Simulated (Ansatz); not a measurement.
# A thicker film of CsPbCl3 (001), CsCl faces from two thinner ones

In a field along its normal an insulating film takes a dipole p. Written as a length, p/(ε₀AE), it should grow by 1 − 1/ε for each ångström added.

Set-up. Ansatz 0.2.0, plane waves with PAW datasets (its set soft_2), PBE; perovskite films relaxed at a bulk in-plane lattice constant near the measured one, then held in weak fields of both signs with a dipole correction (A is the cell's area, E the outer field).

| run | distance between the outer atoms (Å) | p/(ε₀AE) (Å) |
| --- | --- | --- |
| 2 units | 11.580 | 9.957 |
| 3 units | 17.376 | 14.167 |
| 5 units | 28.950 | ? |

Q: Estimate the withheld value from the rows shown.

Two rows fix a line: slope = (14.167 − 9.957) / (17.376 − 11.580) = 0.7264, intercept 1.5452. That slope means ε = 1/(1 − 0.7264) = 3.65. At 28.950 it gives 0.7264 × 28.950 + 1.5452 = 22.574 Å, beyond the rows fitted. Rounding of the rows alone allows about ±0.004 Å there; two rows can't show whether the line holds.

The run itself gives 22.643 Å: a miss of +0.069 Å, or 0.3 % of the value. The length is met to within 1 %, though ε is more sensitive than the length: the two thickest films give ε = 3.74.

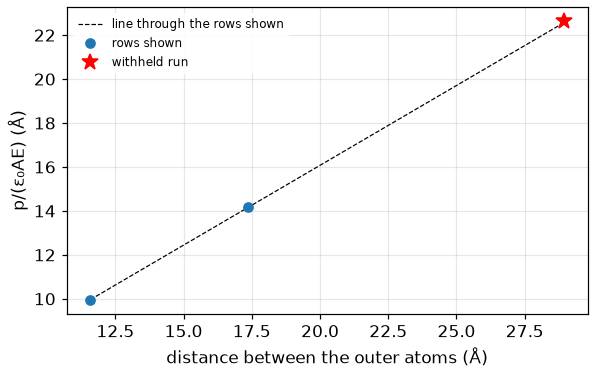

The fit and the withheld run.

Caveats: This is the electronic response alone. A unit is one step of the cut along the normal (a plane, a pair of planes or a cell), and the layers relax along it, away from their bulk spacing where the functional's lattice constant differs from the one held.
